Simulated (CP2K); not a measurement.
**CH4GaO (SMILES [CH3][Ga][OH]): a chain of runs**

Wanted: a geometry optimisation (GFN1-xTB), then the harmonic vibrations, then a transition-state search of CH4GaO. 

Program for the calculation: CP2K 2026.2.

7 further runs of the same task are left out: 7 set aside as unsound or not needed.

## 1. The system as given

CH4GaO has 7 atoms, charge 0, and is taken as a doublet. SMILES: `[CH3][Ga][OH]`. All atoms were displaced at random from a relaxed shape. The run starts from this shape.

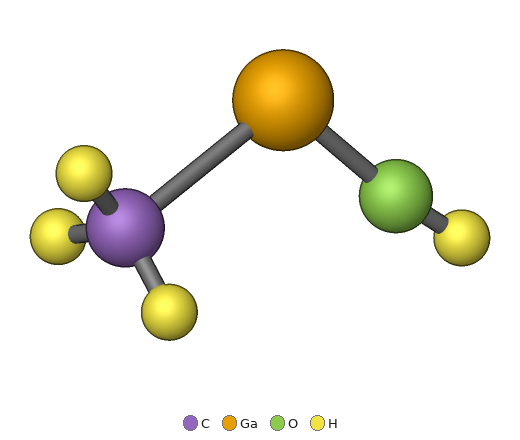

Viewed from a chosen angle; carbon purple, gallium amber, oxygen green, hydrogen yellow.

## 2. A geometry optimisation at GFN1-xTB (run 1)

Input file molecule.xyz:

```xyz
7

C     -1.030654     0.642606    -0.244455
Ga     1.044211    -0.161036    -0.809451
O      1.675459    -1.041241     0.543258
H     -1.711680    -0.180472    -0.536368
H     -1.171498     1.507311    -0.876941
H     -0.993562     0.817999     0.775307
H      2.109119    -1.576487     1.196209
```

Input file calc.inp:

```
&FORCE_EVAL
   METHOD QS
   &DFT
      CHARGE 0
      MULTIPLICITY 2
      UKS T
      &QS
         METHOD XTB
         EPS_DEFAULT 1.0E-10
         &XTB
            GFN_TYPE TBLITE
            &TBLITE
               METHOD GFN1
            &END TBLITE
            CHECK_ATOMIC_CHARGES F
         &END XTB
      &END QS
      &POISSON
         PERIODIC NONE
         POISSON_SOLVER ANALYTIC
      &END POISSON
      &SCF
         SCF_GUESS ATOMIC
         EPS_SCF 1.0E-07
         MAX_SCF 150
         ADDED_MOS 2
         &DIAGONALIZATION
            ALGORITHM STANDARD
         &END DIAGONALIZATION
         &MIXING
            METHOD DIRECT_P_MIXING
            ALPHA 0.4
         &END MIXING
         &SMEAR ON
            METHOD FERMI_DIRAC
            ELECTRONIC_TEMPERATURE [K] 300
         &END SMEAR
      &END SCF
      ! extra output
      &PRINT
         &MOMENTS
            PERIODIC F
            REFERENCE COM
            MAX_MOMENT 1
         &END MOMENTS
         &MULLIKEN OFF
         &END MULLIKEN
         &HIRSHFELD OFF
         &END HIRSHFELD
      &END PRINT
   &END DFT
   &SUBSYS
      &CELL
         ABC [angstrom] 19.8 19.1 18.1
         PERIODIC NONE
      &END CELL
      &TOPOLOGY
         COORD_FILE_NAME molecule.xyz
         COORD_FILE_FORMAT XYZ
         &CENTER_COORDINATES
         &END CENTER_COORDINATES
      &END TOPOLOGY
   &END SUBSYS
&END FORCE_EVAL

&MOTION
   &GEO_OPT
      OPTIMIZER LBFGS
      MAX_ITER 100
      MAX_FORCE 1.0E-04
      RMS_FORCE 6.7E-05
   &END GEO_OPT
   ! extra output
   &PRINT
      &TRAJECTORY
         &EACH
            GEO_OPT 1
         &END EACH
      &END TRAJECTORY
      &FORCES ON
         &EACH
            GEO_OPT 1
         &END EACH
      &END FORCES
      &RESTART OFF
      &END RESTART
      &RESTART_HISTORY OFF
      &END RESTART_HISTORY
   &END PRINT
&END MOTION

&GLOBAL
   PROJECT calc
   RUN_TYPE GEO_OPT
   PRINT_LEVEL LOW
&END GLOBAL
```

The run is started by

```sh
OMP_NUM_THREADS=1 cp2k.psmp calc.inp > calc.out
```

The log of the run:

```text
CP2K| version string:                                       CP2K version 2026.2
[...]
 GLOBAL| Method name                                                        CP2K
[...]
 GLOBAL| Run type                                                        GEO_OPT
[...]
                             - Atoms:                                          7
[...]
                             - Spherical basis functions:                     25
[...]
 Number of electrons:                                                          9
[...]
  *** SCF run converged in    16 steps ***
[...]
 ENERGY| Total FORCE_EVAL ( QS ) energy [hartree]            -10.255045515082418
[...]
 OPT| Step number                                                              1
[...]
 OPT| Total energy [hartree]                                      -10.2594717674
[...]
 OPT| Step number                                                             64
[...]
 OPT| Total energy [hartree]                                      -10.2627303790
[...]
 OPT| Step number                                                             65
[...]
 OPT| Total energy [hartree]                                      -10.2627305896
[...]
 ***                    GEOMETRY OPTIMIZATION COMPLETED                      ***
[...]
  *** SCF run converged in     2 steps ***
[...]
  Fermi energy:                                                -0.33855980376628
[...]
 TB_DIPOLE| Moment [Debye]          0.24884612       0.82246026      -1.20928680
 TB_DIPOLE| Derivative [a.u.]       0.00000000       0.00000000       0.00000000
 ENERGY| Total FORCE_EVAL ( QS ) energy [hartree]            -10.262730589555005
[...]
```

Wall time 1.9 s (1 thread of Arm Neoverse V2, shared host).

Step by step:

```
step  energy from the first frame kept (eV)  largest force (eV/Å)
   1                                 0.0000                1.5128
   4                                -0.0633                0.2037
   7                                -0.0738                0.1406
  10                                -0.0804                0.0956
  13                                -0.0837                0.0533
  16                                -0.0842                0.0824
  19                                -0.0848                0.0463
  22                                -0.0857                0.0436
  25                                -0.0862                0.0267
  28                                -0.0863                0.0293
  31                                -0.0864                0.0105
  34                                -0.0865                0.0125
  37                                -0.0865                0.0272
  40                                -0.0866                0.0081
  43                                -0.0866                0.0255
  46                                -0.0870                0.0357
  49                                -0.0873                0.0369
  52                                -0.0878                0.0917
  55                                -0.0881                0.0268
  58                                -0.0883                0.0360
  61                                -0.0886                0.0178
  64                                -0.0887                0.0077
  66                                -0.0887                0.0070
```

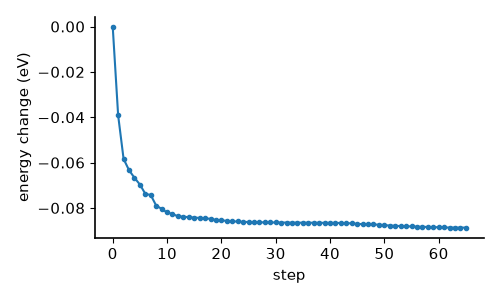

Energy along the run.

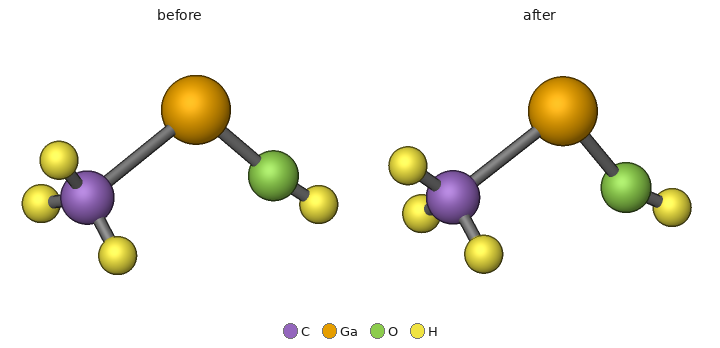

Before and after, at one scale.

After the run. Bond lengths: C1–Ga2 2.207 Å, Ga2–O3 1.864 Å, C1–H4 1.088 Å, C1–H5 1.087 Å, C1–H6 1.088 Å, O3–H7 0.955 Å. Angles: C1–Ga2–O3 99.6°, Ga2–C1–H4 104.8°, Ga2–C1–H5 112.1°, Ga2–C1–H6 104.6°, Ga2–O3–H7 158.3°, H4–C1–H5 111.6°, H4–C1–H6 111.5°, H5–C1–H6 111.7°.

## 3. Vibrational wavenumbers at GFN1-xTB (run 2)

Input file molecule.xyz:

```xyz
7

C      8.751635    10.217005     8.606041
Ga    10.834670     9.696162     8.096434
O     11.197533     8.490276     9.470309
H      8.206340     9.277255     8.545164
H      8.339805    10.963325     7.932311
H      8.802211    10.583590     9.629173
H     11.698165     7.873184    10.000688
```

Input file qs.inp:

```
&FORCE_EVAL
  METHOD QS
  &DFT
    CHARGE 0
    MULTIPLICITY 2
    LSD T
    ! Quickstep
    &QS
      METHOD XTB
      EPS_DEFAULT 1.0E-10
      &XTB
        GFN_TYPE TBLITE
        &TBLITE
          METHOD GFN1
        &END TBLITE
        CHECK_ATOMIC_CHARGES F
      &END XTB
    &END QS
    &POISSON
      PERIODIC NONE
      POISSON_SOLVER ANALYTIC
    &END POISSON
    &SCF
      SCF_GUESS ATOMIC
      EPS_SCF 1.0E-08
      MAX_SCF 150
      ADDED_MOS 2
      &DIAGONALIZATION
        ALGORITHM STANDARD
      &END DIAGONALIZATION
      &MIXING
        METHOD DIRECT_P_MIXING
        ALPHA 0.4
      &END MIXING
      &SMEAR ON
        METHOD FERMI_DIRAC
        ELECTRONIC_TEMPERATURE [K] 300
      &END SMEAR
    &END SCF
    ! extra output
    &PRINT
      &MOMENTS
        PERIODIC F
        REFERENCE COM
        MAX_MOMENT 1
      &END MOMENTS
      &MULLIKEN OFF
      &END MULLIKEN
      &HIRSHFELD OFF
      &END HIRSHFELD
    &END PRINT
  &END DFT
  ! atoms, cell and kinds
  &SUBSYS
    ! vacuum box
    &CELL
      ABC [angstrom] 19.5 19.1 18.1
      PERIODIC NONE
    &END CELL
    &TOPOLOGY
      COORD_FILE_NAME molecule.xyz
      COORD_FILE_FORMAT XYZ
      &CENTER_COORDINATES
      &END CENTER_COORDINATES
    &END TOPOLOGY
  &END SUBSYS
&END FORCE_EVAL

! normal modes by finite differences
&VIBRATIONAL_ANALYSIS
  DX 0.01
  INTENSITIES T
  NPROC_REP 1
  &PRINT
    &PROGRAM_RUN_INFO ON
    &END PROGRAM_RUN_INFO
  &END PRINT
&END VIBRATIONAL_ANALYSIS

&GLOBAL
  PROJECT_NAME qs
  RUN_TYPE VIBRATIONAL_ANALYSIS
  PRINT_LEVEL LOW
&END GLOBAL
```

The run is started by

```sh
OMP_NUM_THREADS=1 cp2k.psmp -i qs.inp > qs.out 2>&1
```

The log of the run:

```text
CP2K| version string:                                       CP2K version 2026.2
[...]
 GLOBAL| Method name                                                        CP2K
[...]
 GLOBAL| Run type                                           VIBRATIONAL_ANALYSIS
[...]
                             - Atoms:                                          7
[...]
                             - Spherical basis functions:                     25
[...]
  Dipole moment [Debye]
    X=   -0.00439979 Y=    0.00394988 Z=    0.01608885     Total=     0.01714092
 VIB|
[...]
 VIB|Frequency (cm^-1)  4.9478328633E+01    1.4037688597E+02    3.0422016875E+02
 VIB|IR int (KM/Mole)   2.9153795055E-01    4.2152980897E-01    7.0540483856E+01
[...]
 VIB|Frequency (cm^-1)  1.3846686321E+03    1.3938094456E+03    3.0014223266E+03
 VIB|IR int (KM/Mole)   5.2208663593E-01    1.6891533960E-01    5.8756009111E+00
[...]
 VIB|Frequency (cm^-1)  3.0615894521E+03    3.0754099257E+03    3.7085571504E+03
 VIB|IR int (KM/Mole)   1.5143444179E+00    5.0051255135E+00    7.0057575066E+01
[...]
```

Wall time 1.4 s (1 thread of Arm Neoverse V2, shared host).

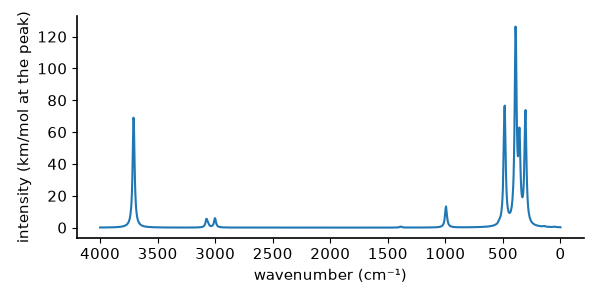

Harmonic infrared spectrum, unscaled, lines broadened by 10 cm⁻¹.

## 4. A transition-state search at GFN1-xTB (run 3)

Input file molecule.xyz:

```xyz
7

C      8.750707    10.213756     8.604098
Ga    10.837201     9.701821     8.100589
O     11.187818     8.469714     9.454628
H      8.275434     9.215985     8.819474
H      8.244077    10.755167     7.761396
H      8.830735    10.851474     9.529128
H     11.686408     7.848390     9.981998
```

Input file run.inp:

```
&GLOBAL
    PROJECT run
    RUN_TYPE GEO_OPT
    PRINT_LEVEL LOW
&END GLOBAL

&FORCE_EVAL
    METHOD QUICKSTEP
    &DFT
        MULTIPLICITY 2
        SPIN_POLARIZED T
        &QS
            METHOD XTB
            EPS_DEFAULT 1.0E-10
            &XTB
                GFN_TYPE TBLITE
                &TBLITE
                    METHOD GFN1
                &END TBLITE
                CHECK_ATOMIC_CHARGES F
            &END XTB
        &END QS
        &POISSON
            PERIODIC NONE
            POISSON_SOLVER ANALYTIC
        &END POISSON
        &SCF
            SCF_GUESS ATOMIC
            EPS_SCF 1.0E-08
            MAX_SCF 150
            ADDED_MOS 2
            &DIAGONALIZATION
                ALGORITHM STANDARD
            &END DIAGONALIZATION
            &MIXING
                METHOD DIRECT_P_MIXING
                ALPHA 0.4
            &END MIXING
            &SMEAR ON
                METHOD FERMI_DIRAC
                ELECTRONIC_TEMPERATURE [K] 300
            &END SMEAR
        &END SCF
        &PRINT
            &MOMENTS
                PERIODIC F
                REFERENCE COM
                MAX_MOMENT 1
            &END MOMENTS
            &MULLIKEN OFF
            &END MULLIKEN
            &HIRSHFELD OFF
            &END HIRSHFELD
        &END PRINT
    &END DFT
    &SUBSYS
        &CELL
            ABC 19.4 19 18.2
            PERIODIC NONE
        &END CELL
        &TOPOLOGY
            COORD_FILE_NAME molecule.xyz
            COORD_FILE_FORMAT XYZ
            &CENTER_COORDINATES
            &END CENTER_COORDINATES
        &END TOPOLOGY
    &END SUBSYS
&END FORCE_EVAL

&MOTION
    &GEO_OPT
        TYPE TRANSITION_STATE
        OPTIMIZER CG
        MAX_ITER 80
        MAX_FORCE 6.0E-4
        RMS_FORCE 4.0E-4
        &CG
            &LINE_SEARCH
                TYPE 2PNT
                &2PNT
                    MAX_ALLOWED_STEP 0.15
                    LINMIN_GRAD_ONLY T
                &END 2PNT
            &END LINE_SEARCH
        &END CG
        &TRANSITION_STATE
            METHOD DIMER
            &DIMER
                DR [angstrom] 0.01
                INTERPOLATE_GRADIENT T
                ANGLE_TOLERANCE [deg] 5.0
                &ROT_OPT
                    OPTIMIZER CG
                    MAX_ITER 10
                    &CG
                        &LINE_SEARCH
                            TYPE 2PNT
                            &2PNT
                                MAX_ALLOWED_STEP 0.15
                            &END 2PNT
                        &END LINE_SEARCH
                    &END CG
                &END ROT_OPT
                &DIMER_VECTOR
                     -0.00186  -0.00650  -0.00389
                      0.00506   0.01132   0.00831
                     -0.01943  -0.04112  -0.03136
                      0.13819  -0.12254   0.54862
                     -0.19146  -0.41632  -0.34183
                      0.05705   0.53577  -0.20009
                     -0.02351  -0.04959  -0.03738
                &END DIMER_VECTOR
            &END DIMER
        &END TRANSITION_STATE
    &END GEO_OPT
    &PRINT
        &TRAJECTORY
            &EACH
                GEO_OPT 1
            &END EACH
        &END TRAJECTORY
        &FORCES ON
            &EACH
                GEO_OPT 1
            &END EACH
        &END FORCES
        &RESTART OFF
        &END RESTART
        &RESTART_HISTORY OFF
        &END RESTART_HISTORY
    &END PRINT
&END MOTION
```

The run is started by

```sh
OMP_NUM_THREADS=1 cp2k.psmp run.inp > run.out
```

The log of the run:

```text
CP2K| version string:                                       CP2K version 2026.2
 CP2K| Input file name                                                   run.inp

[... 142 lines left out ...]
 TB_DIPOLE| Derivative [a.u.]       0.00000000       0.00000000       0.00000000
[... 365 lines left out ...]
 TB_DIPOLE| Moment [a.u.]           0.09403829       0.35471871      -0.44960715
[... 349 lines left out ...]
  Electronic entropic energy:                                  -0.00000098206912
[... 350 lines left out ...]
  *** SCF run converged in    10 steps ***
[... 311 lines left out ...]
 TB_DIPOLE| Ref. Point [Bohr]      19.79968896      18.97564313      17.85029568
[... 360 lines left out ...]
  Non-self consistent dispersion energy:                       -0.00149076662608
[... 351 lines left out ...]
  Step     Update method      Time    Convergence         Total energy    Change
[... 335 lines left out ...]
  Total energy (extrapolated to T->0):                        -10.25445598759254
[... 334 lines left out ...]
 write_final_structure: Done!
[... 1 line left out ...]
 MEMORY| Estimated peak process memory [MiB]                                 145

 -------------------------------------------------------------------------------
 -                                                                             -
 -                                T I M I N G                                  -
 -                                                                             -
 -------------------------------------------------------------------------------
 SUBROUTINE                       CALLS  ASD         SELF TIME        TOTAL TIME
                                MAXIMUM       AVERAGE  MAXIMUM  AVERAGE  MAXIMUM
 CP2K                                 1  1.0    0.002    0.002    9.013    9.013
 cp_geo_opt                           1  2.0    0.000    0.000    9.005    9.005
 geoopt_cg                           81  7.9    0.003    0.003    9.005    9.005
[... 7 lines of this table left out ...]
 scf_env_do_scf                     408 13.3    0.008    0.008    5.501    5.501
 scf_env_do_scf_inner_loop         3167 15.2    0.207    0.207    5.479    5.479
 qs_scf_new_mos                    3167 16.2    0.023    0.023    4.635    4.635
 cp_rot_opt                          80  7.0    0.001    0.001    4.458    4.458
 tslmin_2pnt                         80  6.0    0.001    0.001    3.519    3.519
 -------------------------------------------------------------------------------

 -------------------------------------------------------------------------------
```

Run time: 9.3 s. Hardware: 1 thread of Arm Neoverse V2, shared host.

The iterations ended before the threshold was met.

## 5. Results

| quantity | value |
| --- | --- |
| run 1, GFN1-xTB: total energy at the end | -10.26273 Eh |
| run 1, GFN1-xTB: dipole moment (from atomic charges alone) | 1.48 D |
| run 2, GFN1-xTB: lowest harmonic wavenumber | 49 cm⁻¹ |
| run 2, GFN1-xTB: highest harmonic wavenumber | 3709 cm⁻¹ |
| run 2, GFN1-xTB: zero-point energy | 115.7 kJ/mol |
| run 3, GFN1-xTB | no result (not converged) |

The dipole (run 1, GFN1-xTB) comes from point charges on the atoms alone, without atomic dipoles, so it is partial. The optimisation (run 1, GFN1-xTB) took 65 steps and changed the energy by -0.209 eV. All 15 modes (run 2, GFN1-xTB) are real, so the shape is a minimum at this level. 1 of the 3 runs did not end normally.
